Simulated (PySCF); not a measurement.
## Frequency calculation of GeH₂ (charge +1)

System: GeH₂, charge +1, multiplicity 2.
Method: UKS-based PBE0, Ge def2-TZVP, H def2-TZVP; non-relativistic Hamiltonian; density fitting (PySCF 2.14.0).

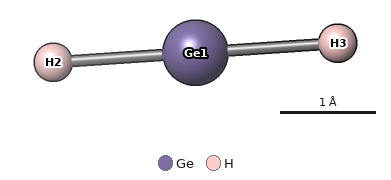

*The input geometry (ball-and-stick view, seen at a tilt; atoms are numbered from 1 in the order of the input). Sticks mark near contacts.*

Key numbers:

- outcome: converged
- total energy: −2077.514524 hartree
- ⟨S²⟩: 0.756
- zero-point energy: 0.010247 hartree
- wavenumbers, lowest and highest: 1292i and 2308 cm⁻¹
- hardware: 2 threads of Intel Xeon @ 2.50GHz (Skylake/Cascade Lake), 32 GiB of memory available, shared host
- wall time: 66 s (CPU time 2.2 min)
- peak memory: 0.63 GiB

Notes:

Checks after the run noted: the SCF density has lower symmetry than the nuclear frame.

Input:
```python
from pyscf import gto, scf, dft
mol = gto.M(atom='''
Ge    -0.000000     0.000000     0.000000
H      0.000000     0.000000     1.508943
H     -0.000000     0.000000    -1.508943''',
    basis={'Ge': 'def2-TZVP', 'H': 'def2-TZVP'},
    charge=1, spin=1)
mf = dft.UKS(mol, xc='PBE0')
mf.grids.atom_grid = (75, 302)
aux = {'Ge': 'def2-universal-JKFIT', 'H': 'def2-universal-JKFIT'}
mf = mf.density_fit(auxbasis=aux)
mf.conv_tol = 1e-09
mf.diis_space = 10
mf.max_cycle = 60
mf.verbose = 4
mf.kernel()
```

The script is an equivalent of the set-up of the self-consistent field. The run itself was carried out by a driver, which started from the orbitals of the step before it where there was one and computed the further properties.

Run as:
```bash
OMP_NUM_THREADS=2 python axn.py task.json out
```

Output:
```
init E= -2077.51452444875
  alpha nocc = 17  HOMO = -0.467244233822663  LUMO = -0.328051805938371
  beta  nocc = 16  HOMO = -0.680797383159473  LUMO = -0.362615476016638
  HOMO = -0.467244233823  LUMO = -0.362615476017  gap/eV = 2.84709
cycle= 1 E= -2077.51452444875  delta_E= -4.09e-12  |g|= 1.52e-07  |ddm|= 2.75e-07
  alpha nocc = 17  HOMO = -0.467244217510259  LUMO = -0.328051788360125
  beta  nocc = 16  HOMO = -0.680797378127392  LUMO = -0.362615458526664
  HOMO = -0.46724421751  LUMO = -0.362615458527  gap/eV = 2.84709
Extra cycle  E= -2077.51452444875  delta_E= 1.36e-12  |g|= 1.78e-07  |ddm|= 2.7e-07
converged SCF energy = -2077.51452444875  <S^2> = 0.75602912  2S+1 = 2.0060201
```

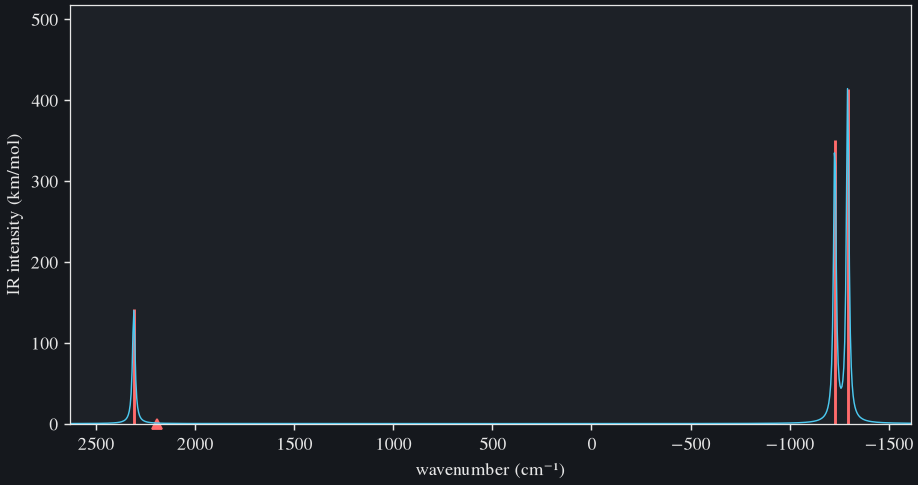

*Harmonic infrared spectrum, unscaled: sticks (degenerate modes added up, dark ones marked on the axis) with a Lorentzian envelope of 16 cm⁻¹ full width, scaled to the tallest stick; imaginary modes are drawn at negative wavenumbers.*

4 modes from 1292i to 2308 cm⁻¹, 2 imaginary beyond 8i (1292i, 1227i cm⁻¹): not a minimum. The strongest line is at 1292i cm⁻¹ (414 km/mol). All modes, in cm⁻¹ (km/mol): 1292i (414), 1227i (350), 2190 (0.0), 2308 (142). The two bends of a linear molecule should be equal; they aren't, because the electronic state found breaks the axial symmetry.

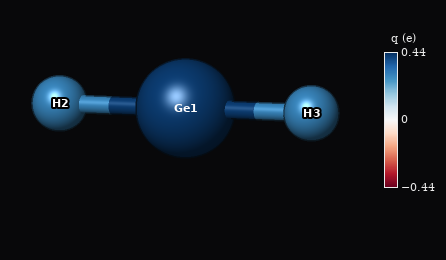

*Mulliken charges, as the colour of each atom (ball-and-stick view, seen at a tilt; atoms are numbered from 1 in the order of the input).*

By element: Ge +0.42 and H +0.29 e.
